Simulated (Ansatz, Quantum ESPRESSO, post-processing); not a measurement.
# The work function of Nb(110), 5 layers, one monolayer of Si on top sites, level by level, part 6 of 6

Aim: the work function of each face of Nb(110), 5 layers, one monolayer of Si on top sites, and how it moves with functional, pseudopotentials and boundary condition.

Quantum ESPRESSO 7.5; plane-wave DFT, PBE, GBRV ultrasoft pseudopotentials; geometry and cross-check by Ansatz 0.2.0 with PAW datasets.

So far. Step 10 (SCF with pw.x: PBE, SSSP efficiency): The upper face goes from 4.857 eV (PBE, GBRV) to 4.834 eV, a change of -0.024 eV from the pseudopotentials and their cutoffs. Step 11 (Self-consistent run: PBEsol, GBRV ultrasoft): The upper face goes from 4.857 eV (PBE, GBRV) to 4.892 eV, a change of +0.035 eV.

**12. Ground state: no dipole correction**

What happens without any correction? The same slab is run as a plain periodic cell.

Level of this step: plane-wave DFT, PBE, GBRV ultrasoft pseudopotentials (Quantum ESPRESSO 7.5).

Input file nodip.in:

```
&control
  prefix = 'nodip'
  outdir = './out'
  pseudo_dir = './pseudo'
  calculation = 'scf'
  tprnfor = .true.
/
&system
  ibrav = 0
  nat = 6
  ntyp = 2
  ecutwfc = 40
  ecutrho = 200
  occupations = 'smearing'
  smearing = 'mv'
  degauss = 0.02
/
&electrons
  conv_thr = 1e-07
  mixing_beta = 0.4
  electron_maxstep = 120
  mixing_mode = 'local-TF'
/
ATOMIC_SPECIES
  Nb  92.9064  nb_pbe_v1.uspp.F.UPF
  Si  28.0850  si_pbe_v1.uspp.F.UPF
CELL_PARAMETERS angstrom
  2.33345237790000 -1.65000000000000 0.00000000000000
  2.33345237790000 1.65000000000000 0.00000000000000
  0.00000000000000 0.00000000000000 28.33380951170000
ATOMIC_POSITIONS crystal
  Nb  0.000000000000 0.000000000000 0.292936253300
  Nb  0.500000000000 0.500000000000 0.375292012000
  Nb  0.000000000000 0.000000000000 0.457647770600
  Nb  0.500000000000 0.500000000000 0.540775934905
  Nb  -0.000000000000 -0.000000000000 0.624183082105
  Si  -0.000000000000 -0.000000000000 0.716325682595
K_POINTS automatic
  10 10 1 0 0 0
```

Run with:

```
$ OMP_NUM_THREADS=1 mpirun -n 4 pw.x -nk 4 -in nodip.in > nodip.out
```

What it wrote:

```text
[banner, memory and clock lines left out]
Program PWSCF v.7.5 starts
[citation notice left out]

[...]
Message from routine setup:
[...]
bravais-lattice index     =            0
     lattice parameter (alat)  =       5.4006  a.u.
     unit-cell volume          =    1472.3615 (a.u.)^3
     number of atoms/cell      =            6
     number of atomic types    =            2
     number of electrons       =        69.00
     number of Kohn-Sham states=           42
     kinetic-energy cutoff     =      40.0000  Ry
     charge density cutoff     =     200.0000  Ry
     scf convergence threshold =      1.0E-07
     mixing beta               =       0.4000
     number of iterations used =            8  local-TF  mixing
     Exchange-correlation= SLA  PW   PBE  PBE
                           (   1   4   3   4   0   0   0)

[...]
PseudoPot. # 1 for Nb read from file:
     ./pseudo/nb_pbe_v1.uspp.F.UPF
     Pseudo is Ultrasoft + core correction, Zval = 13.0
     Generated by new atomic code, or converted to UPF format
     Using radial grid of  887 points,  6 beta functions with:
                l(1) =   0
                l(2) =   0
                l(3) =   1
                l(4) =   1
                l(5) =   2
                l(6) =   2
     Q(r) pseudized with  6 coefficients,  rinner =    1.000   1.000   1.000
                                                       1.000   1.000

     PseudoPot. # 2 for Si read from file:
     ./pseudo/si_pbe_v1.uspp.F.UPF
     Pseudo is Ultrasoft + core correction, Zval =  4.0
     Generated by new atomic code, or converted to UPF format
     Using radial grid of  899 points,  6 beta functions with:
                l(1) =   0
                l(2) =   0
                l(3) =   1
                l(4) =   1
                l(5) =   2
                l(6) =   2
     Q(r) pseudized with  8 coefficients,  rinner =    0.900   0.900   0.900
                                                       0.900   0.900

     atomic species   valence    mass     pseudopotential
     Nb               13.00    92.90640     Nb( 1.00)
     Si                4.00    28.08500     Si( 1.00)

      4 Sym. Ops. (no inversion) found

[...]
number of k points=    31  Marzari-Vanderbilt smearing, width (Ry)=  0.0200
[...]
Dense  grid:    70217 G-vectors     FFT dimensions: (  25,  25, 243)

     Smooth grid:    50303 G-vectors     FFT dimensions: (  24,  24, 216)

     Check: negative core charge=   -0.000001

     Initial potential from superposition of free atoms

     starting charge      68.9857, renormalised to      69.0000

     negative rho (up, down):  2.804E-03 0.000E+00
     Starting wfcs are   69 randomized atomic wfcs

     per-process dynamical memory:    83.8 Mb

     Self-consistent Calculation

     iteration #  1     ecut=    40.00 Ry     beta= 0.40
     Davidson diagonalization with overlap
     ethr =  1.00E-02,  avg # of iterations =  2.0

     negative rho (up, down):  1.135E-03 0.000E+00

     total energy              =    -599.13765579 Ry
     estimated scf accuracy    <       5.70375963 Ry

     iteration #  2     ecut=    40.00 Ry     beta= 0.40
[...]
negative rho (up, down):  4.145E-04 0.000E+00

[...]
total energy              =    -599.07683616 Ry
     estimated scf accuracy    <       1.31989264 Ry

     iteration #  3     ecut=    40.00 Ry     beta= 0.40
[...]
negative rho (up, down):  1.856E-04 0.000E+00

[...]
total energy              =    -599.07978765 Ry
     estimated scf accuracy    <       0.17064894 Ry

     iteration #  4     ecut=    40.00 Ry     beta= 0.40
[...]
negative rho (up, down):  6.624E-05 0.000E+00

[...]
total energy              =    -599.07539223 Ry
     estimated scf accuracy    <       0.07566304 Ry

     iteration #  5     ecut=    40.00 Ry     beta= 0.40
[...]
negative rho (up, down):  4.094E-05 0.000E+00

[...]
total energy              =    -599.08119496 Ry
     estimated scf accuracy    <       0.01730652 Ry

     iteration #  6     ecut=    40.00 Ry     beta= 0.40
[...]
negative rho (up, down):  3.231E-05 0.000E+00

[...]
total energy              =    -599.08240201 Ry
     estimated scf accuracy    <       0.02522884 Ry

[...]
iteration # 14     ecut=    40.00 Ry     beta= 0.40
[...]
negative rho (up, down):  3.077E-03 0.000E+00

[...]
total energy              =    -599.08115226 Ry
     estimated scf accuracy    <       0.00000175 Ry

     iteration # 15     ecut=    40.00 Ry     beta= 0.40
[...]
negative rho (up, down):  3.053E-03 0.000E+00

[...]
total energy              =    -599.08115284 Ry
     estimated scf accuracy    <       0.00000063 Ry

     iteration # 16     ecut=    40.00 Ry     beta= 0.40
[...]
negative rho (up, down):  3.037E-03 0.000E+00

[...]
total energy              =    -599.08115292 Ry
     estimated scf accuracy    <       0.00000025 Ry

     iteration # 17     ecut=    40.00 Ry     beta= 0.40
[...]
negative rho (up, down):  3.008E-03 0.000E+00

[...]
End of self-consistent calculation

          k = 0.0000 0.0000 0.0000 (  6353 PWs)   bands (ev):

   -48.8247 -48.7428 -48.5854 -48.5179 -48.4170 -25.2811 -25.1292 -24.8096
   -24.4625 -24.4346 -24.4184 -24.2584 -24.1904 -24.1287 -24.1266 -24.0877
   -23.9864 -23.9707 -23.9514 -23.9129  -4.0083   0.1298   0.8473   1.6869
     2.1075   2.1429   3.2739   4.1921   4.4588   4.9059   5.3923   5.4267
     5.8251   5.9002   6.0030   6.3123   6.4177   7.1871   7.3425   8.3913
     8.4115   8.4409

          k = 0.0612 0.0866 0.0000 (  6350 PWs)   bands (ev):

   -48.8118 -48.7298 -48.5709 -48.5074 -48.4095 -25.2489 -25.1124 -24.8237
   -24.5436 -24.4779 -24.4293 -24.2820 -24.2406 -24.2078 -24.1693 -24.0644
   -24.0555 -24.0072 -23.9936 -23.9493  -3.8179   0.4246   1.1213   1.9597
     2.3970   2.4363   3.4129   4.2615   4.5108   4.9405   5.2669   5.4474
     5.5883   5.7837   5.9302   6.1420   6.4556   6.7863   7.3299   8.1907
     8.2633   8.4336

[...]
the Fermi energy is     5.7927 ev

!    total energy              =    -599.08115291 Ry
     estimated scf accuracy    <       0.00000007 Ry
     smearing contrib. (-TS)   =       0.00018569 Ry
     internal energy E=F+TS    =    -599.08133860 Ry

     The total energy is F=E-TS. E is the sum of the following terms:
     one-electron contribution =   -6021.78889202 Ry
     hartree contribution      =    3018.17746194 Ry
     xc contribution           =     -96.15603884 Ry
     ewald contribution        =    2500.68613032 Ry

     convergence has been achieved in  17 iterations

     negative rho (up, down):  3.008E-03 0.000E+00

     Forces acting on atoms (cartesian axes, Ry/au):

     atom    1 type  1   force =     0.00000000    0.00000000    0.01316514
     atom    2 type  1   force =     0.00000000    0.00000000   -0.01603583
     atom    3 type  1   force =     0.00000000    0.00000000    0.00418690
     atom    4 type  1   force =     0.00000000    0.00000000   -0.00105242
     atom    5 type  1   force =     0.00000000    0.00000000    0.00099120
     atom    6 type  2   force =     0.00000000    0.00000000   -0.00125499

     Total force =     0.021252     Total SCF correction =     0.000677

[...]
```

Elapsed: 59 s, on 4 MPI ranks of Intel Xeon Platinum 8559C (Emerald Rapids), shared host; peak memory 0.73 GiB; 3.9 min of CPU time.

**13. Electrostatic potential**

Input file nodip.pot.in:

```
&inputpp
  prefix = 'nodip'
  outdir = './out'
  filplot = 'nodip.pot.dat'
  plot_num = 11
/
```

Run with:

```
$ OMP_NUM_THREADS=1 mpirun -n 4 pp.x -in nodip.pot.in > nodip.pot.out
```

Wall time 1.4 s (4 MPI ranks); peak memory 0.1 GiB.

The potential energy, planar mean oscillates, so the rows of the table below give means over windows of 2.39 Å about each position, cut where the curve ends. Its maxima inside the range that stand out by 2 % of the span (Å: eV): 9.4: -1.12, 11.8: -1.19, 14.1: -1.00, 16.6: -0.994, 19.1: 1.54. Its minima: 8.3: -31.2, 10.6: -31.0, 12.9: -31.0, 15.3: -30.9, 17.7: -31.1, 20.3: -13.7.

Electrostatic potential energy of an electron; zero at the Fermi level. Potential energy, planar mean against z; means over each step:

| z (Å) | potential energy, planar mean (eV) |
| --- | --- |
| 1.20 | 4.69 |
| 3.58 | 4.64 |
| 5.97 | 3.69 |
| 8.36 | -13.6 |
| 10.75 | -13.6 |
| 13.14 | -13.5 |
| 15.53 | -13.5 |
| 17.92 | -13.2 |
| 20.31 | -5.41 |
| 22.70 | 4.49 |
| 25.09 | 4.78 |
| 27.48 | 4.74 |

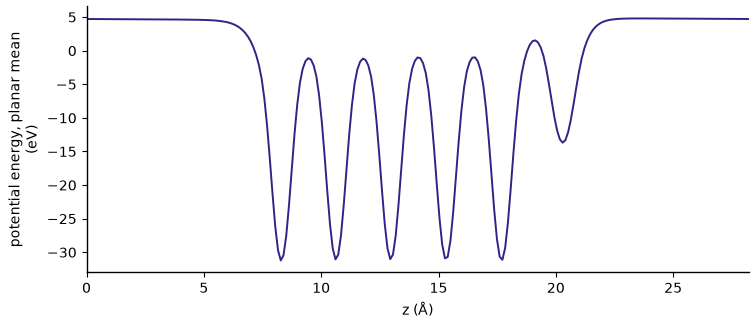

Potential energy, planar mean against z.

The vacuum now slopes by 19 meV/Å: the images' field stands in it, and it also polarises the slab.

**14. All levels side by side**

All levels:

| level | upper face (eV) | lower face (eV) | dipole (e Å) | CPU time (s) |
| --- | --- | --- | --- | --- |
| QE PBE GBRV, sawtooth | 4.845 | 4.595 | -0.0106 | 348.7 |
| QE PBE GBRV, ESM bc1 | 4.857 | 4.585 | - | 439 |
| QE PBE SPMS norm-conserving, ESM bc1 | 4.825 | 4.581 | - | 810.7 |
| QE PBE SSSP efficiency, ESM bc1 | 4.834 | 4.57 | - | 655.6 |
| QE PBEsol GBRV ultrasoft, ESM bc1 | 4.892 | 4.69 | - | 441.7 |
| QE PBE GBRV, periodic uncorrected (sloping vacuum, so no single level) | 4.766 | 4.664 | - | 234.4 |
| Ansatz PBE PAW, sawtooth (time of the whole relaxation) | 4.842 | 4.537 | -0.01298 | 51.81 |

The times are CPU seconds on a shared host; the codes use unlike cutoffs, datasets and smearings, so their times compare unlike work.

**15. Self-consistent run, with smearing = gaussian and degauss = 0.005**

A sensitivity test on the input.

Input file esm.w0.in:

```
&control
  prefix = 'esm.w0'
  outdir = './out'
  pseudo_dir = './pseudo'
  calculation = 'scf'
  tprnfor = .true.
/
&system
  ibrav = 0
  nat = 6
  ntyp = 2
  ecutwfc = 40
  ecutrho = 200
  occupations = 'smearing'
  smearing = 'gaussian'
  degauss = 0.005
  assume_isolated = 'esm'
  esm_bc = 'bc1'
/
&electrons
  conv_thr = 1e-07
  mixing_beta = 0.4
  electron_maxstep = 120
  mixing_mode = 'local-TF'
/
ATOMIC_SPECIES
  Nb  92.9064  nb_pbe_v1.uspp.F.UPF
  Si  28.0850  si_pbe_v1.uspp.F.UPF
CELL_PARAMETERS angstrom
  2.33345237790000 -1.65000000000000 0.00000000000000
  2.33345237790000 1.65000000000000 0.00000000000000
  0.00000000000000 0.00000000000000 28.33380951170000
ATOMIC_POSITIONS crystal
  Nb  0.000000000000 0.000000000000 -0.211694714647
  Nb  0.500000000000 0.500000000000 -0.129338955947
  Nb  0.000000000000 0.000000000000 -0.046983197347
  Nb  0.500000000000 0.500000000000 0.036144966957
  Nb  -0.000000000000 -0.000000000000 0.119552114158
  Si  -0.000000000000 -0.000000000000 0.211694714647
K_POINTS automatic
  10 10 1 0 0 0
```

Run with:

```
$ OMP_NUM_THREADS=1 mpirun -n 4 pw.x -nk 4 -in esm.w0.in > esm.w0.out
```

What it wrote:

```text
[banner, memory and clock lines left out]
Program PWSCF v.7.5 starts
[citation notice left out]

[...]
Message from routine setup:
[...]
bravais-lattice index     =            0
     lattice parameter (alat)  =       5.4006  a.u.
     unit-cell volume          =    1472.3615 (a.u.)^3
     number of atoms/cell      =            6
     number of atomic types    =            2
     number of electrons       =        69.00
     number of Kohn-Sham states=           42
     kinetic-energy cutoff     =      40.0000  Ry
     charge density cutoff     =     200.0000  Ry
     scf convergence threshold =      1.0E-07
     mixing beta               =       0.4000
     number of iterations used =            8  local-TF  mixing
     Exchange-correlation= SLA  PW   PBE  PBE
                           (   1   4   3   4   0   0   0)

     Effective Screening Medium Method
     Boundary Conditions: Vacuum-Slab-Vacuum
     total charge in unit cell        =   0.0000
     grid points for fit at edges     =        4

[...]
PseudoPot. # 1 for Nb read from file:
     ./pseudo/nb_pbe_v1.uspp.F.UPF
     Pseudo is Ultrasoft + core correction, Zval = 13.0
     Generated by new atomic code, or converted to UPF format
     Using radial grid of  887 points,  6 beta functions with:
                l(1) =   0
                l(2) =   0
                l(3) =   1
                l(4) =   1
                l(5) =   2
                l(6) =   2
     Q(r) pseudized with  6 coefficients,  rinner =    1.000   1.000   1.000
                                                       1.000   1.000

     PseudoPot. # 2 for Si read from file:
     ./pseudo/si_pbe_v1.uspp.F.UPF
     Pseudo is Ultrasoft + core correction, Zval =  4.0
     Generated by new atomic code, or converted to UPF format
     Using radial grid of  899 points,  6 beta functions with:
                l(1) =   0
                l(2) =   0
                l(3) =   1
                l(4) =   1
                l(5) =   2
                l(6) =   2
     Q(r) pseudized with  8 coefficients,  rinner =    0.900   0.900   0.900
                                                       0.900   0.900

     atomic species   valence    mass     pseudopotential
     Nb               13.00    92.90640     Nb( 1.00)
     Si                4.00    28.08500     Si( 1.00)

      4 Sym. Ops. (no inversion) found

[...]
number of k points=    31  Gaussian smearing, width (Ry)=  0.0050
[...]
Dense  grid:    70217 G-vectors     FFT dimensions: (  25,  25, 243)

     Smooth grid:    50303 G-vectors     FFT dimensions: (  24,  24, 216)

     Check: negative core charge=   -0.000001

     Initial potential from superposition of free atoms

     starting charge      68.9857, renormalised to      69.0000

     negative rho (up, down):  2.797E-03 0.000E+00
     Starting wfcs are   69 randomized atomic wfcs

     per-process dynamical memory:    83.8 Mb

     Self-consistent Calculation

     iteration #  1     ecut=    40.00 Ry     beta= 0.40
     Davidson diagonalization with overlap
     ethr =  1.00E-02,  avg # of iterations =  1.4

     negative rho (up, down):  1.355E-03 0.000E+00

     total energy              =    -598.98954380 Ry
     estimated scf accuracy    <       5.30439870 Ry

     iteration #  2     ecut=    40.00 Ry     beta= 0.40
[...]
negative rho (up, down):  5.968E-04 0.000E+00

[...]
total energy              =    -598.97858712 Ry
     estimated scf accuracy    <       1.32280687 Ry

     iteration #  3     ecut=    40.00 Ry     beta= 0.40
[...]
negative rho (up, down):  1.927E-04 0.000E+00

[...]
total energy              =    -598.98104344 Ry
     estimated scf accuracy    <       0.37198378 Ry

     iteration #  4     ecut=    40.00 Ry     beta= 0.40
[...]
negative rho (up, down):  1.261E-04 0.000E+00

[...]
total energy              =    -599.03641804 Ry
     estimated scf accuracy    <       0.84753795 Ry

     iteration #  5     ecut=    40.00 Ry     beta= 0.40
[...]
negative rho (up, down):  8.037E-05 0.000E+00

[...]
total energy              =    -599.05508211 Ry
     estimated scf accuracy    <       0.04560253 Ry

     iteration #  6     ecut=    40.00 Ry     beta= 0.40
[...]
negative rho (up, down):  9.237E-05 0.000E+00

[...]
total energy              =    -599.09315602 Ry
     estimated scf accuracy    <       0.02013878 Ry

[...]
iteration # 30     ecut=    40.00 Ry     beta= 0.40
[...]
negative rho (up, down):  2.975E-03 0.000E+00

[...]
total energy              =    -599.08185929 Ry
     estimated scf accuracy    <       0.00000022 Ry

     iteration # 31     ecut=    40.00 Ry     beta= 0.40
[...]
c_bands:  4 eigenvalues not converged
[...]
negative rho (up, down):  2.991E-03 0.000E+00

[...]
total energy              =    -599.08184574 Ry
     estimated scf accuracy    <       0.00000078 Ry

     iteration # 32     ecut=    40.00 Ry     beta= 0.40
[...]
negative rho (up, down):  3.002E-03 0.000E+00

[...]
total energy              =    -599.08178316 Ry
     estimated scf accuracy    <       0.00000021 Ry

     iteration # 33     ecut=    40.00 Ry     beta= 0.40
[...]
negative rho (up, down):  2.994E-03 0.000E+00

[...]
End of self-consistent calculation

          k = 0.0000 0.0000 0.0000 (  6353 PWs)   bands (ev):

   -59.3018 -59.2100 -59.0588 -58.9878 -58.8918 -35.7562 -35.6028 -35.2858
   -34.9356 -34.9065 -34.8857 -34.7317 -34.6710 -34.5977 -34.5911 -34.5627
   -34.4601 -34.4440 -34.4200 -34.3888 -14.4951 -10.3452  -9.6280  -8.7889
    -8.3691  -8.3287  -7.2086  -6.2817  -6.0127  -5.5673  -5.0948  -5.0445
    -4.6482  -4.5730  -4.4723  -4.1667  -4.0565  -3.2858  -3.1379  -2.0748
    -2.0294  -1.7366

          k = 0.0612 0.0866 0.0000 (  6350 PWs)   bands (ev):

   -59.2890 -59.1969 -59.0443 -58.9773 -58.8844 -35.7240 -35.5859 -35.2995
   -35.0157 -34.9483 -34.9008 -34.7542 -34.7192 -34.6790 -34.6345 -34.5380
   -34.5295 -34.4801 -34.4631 -34.4246 -14.3046 -10.0503  -9.3542  -8.5163
    -8.0795  -8.0356  -7.0691  -6.2124  -5.9608  -5.5327  -5.2162  -5.0243
    -4.8853  -4.6913  -4.5474  -4.3320  -4.0203  -3.6927  -3.1446  -2.2824
    -2.2088  -2.0290

[...]
the Fermi energy is    -4.6958 ev

!    total energy              =    -599.08173823 Ry
     estimated scf accuracy    <       0.00000001 Ry
     smearing contrib. (-TS)   =      -0.00158092 Ry
     internal energy E=F+TS    =    -599.08015731 Ry

     The total energy is F=E-TS. E is the sum of the following terms:
     one-electron contribution =   17304.18905231 Ry
     hartree contribution      =   -8671.37719452 Ry
     xc contribution           =     -96.15772961 Ry
     ewald contribution        =   -9135.73428550 Ry

     convergence has been achieved in  33 iterations

     negative rho (up, down):  2.994E-03 0.000E+00

     Forces acting on atoms (cartesian axes, Ry/au):

     atom    1 type  1   force =     0.00000000    0.00000000    0.01440292
     atom    2 type  1   force =     0.00000000    0.00000000   -0.01610242
     atom    3 type  1   force =     0.00000000    0.00000000    0.00510136
     atom    4 type  1   force =     0.00000000    0.00000000   -0.00136485
     atom    5 type  1   force =     0.00000000    0.00000000   -0.00065262
     atom    6 type  2   force =     0.00000000    0.00000000   -0.00122945

     Total force =     0.022284     Total SCF correction =     0.000552

[...]
```

Elapsed: 2.2 min, on 4 MPI ranks; peak memory 0.75 GiB; 8.9 min of CPU time.

Beside the run it was changed from:

| quantity | this run | unchanged run | difference |
| --- | --- | --- | --- |
| vacuum line at the upper end of the cell, over the Fermi level (eV) | 4.829 | 4.857 | -0.029 |
| vacuum line at the lower end of the cell, over the Fermi level (eV) | 4.563 | 4.585 | -0.022 |
| free energy (eV) | -8150.922 | -8150.912 | -0.010 |
| wall time (s) | 134 | 110 |  |
| SCF iterations | 33 | 32 |  |

The free energy moves by -1.7 meV an atom.

The free energy holds the smearing's entropy term, so it moves with degauss by construction.

Levels move by up to 29 meV, a modest change.

**16. The arithmetic**

In the first self-consistent run, on its own zero, the Fermi level is 5.795 eV and the upper vacuum level 10.640 eV: φ = 10.640 − (5.795) = 4.845 eV.

The dipole of -0.0509 D is -0.0106 e Å (1 D = 0.20819 e Å). A dipole layer steps the potential by e p/(ε₀A), with e/ε₀ = 180.95 V Å: 180.95 × 0.0106 / 7.700 = 0.249 eV, against 0.250 eV between the two work functions.

**17. Summary of results**

* work function of the covered face, PBE, GBRV: 4.84 eV
* work function of the bare face, PBE, GBRV: 4.59 eV
* covered face by ESM: 4.86 eV
* dipole along the normal: -0.0106 e·Å
* covered face by Ansatz: 4.84 eV

At the first level (PBE, GBRV ultrasoft) the work function comes to 4.84 eV on the upper face and 4.59 eV on the lower. The Si layer ends 2.61 Å above the top metal plane and raises the work function by 0.25 eV against the bare face. This is the step −180.95 p/A = +0.25 eV of the slab's dipole p = -0.01060 e Å, which the dipole correction builds in. The bare face is held at bulk positions, so it is no relaxed clean surface. ESM differs from the periodic treatment by +13 meV on the upper face and -10 meV on the lower; the slab's dipole converges slowly, so differences of this size remain at the threshold used. Over the levels tried, the uncorrected run apart, the upper face spans 4.83 eV (QE PBE SPMS norm-conserving, ESM bc1) to 4.89 eV (QE PBEsol GBRV ultrasoft, ESM bc1). Without a correction the vacuum potential slopes by 19 meV/Å, so no single vacuum level can be read. Quantum ESPRESSO and Ansatz give 4.84 and 4.84 eV for the upper face, which agree. Ansatz ran with Fermi-Dirac smearing of 0.1 eV against cold smearing of 0.02 Ry, which alone can move a level by some tens of meV. With 10×10 points and so few layers the values hold to some 0.05 to 0.1 eV. The slab is cut at a tabulated measured bulk lattice constant, given to two decimals. A full 1×1 monolayer may not be the stable structure at this coverage.

[Logs are printed without paths, hosts, clocks, repeated set-up lines and the standing remarks that a program may print on its own settings, such as how far it seeks lower states.]

[Hosts, paths, dates, database ids (printed as entryN), source tags and the programs' standing remarks are cut or masked in the printed files.]

[Maps of the electrostatic potential energy from Ansatz leave out the sawtooth potential of an applied field or a dipole correction, so their vacuum need not be flat; planar profiles and work functions include it.]
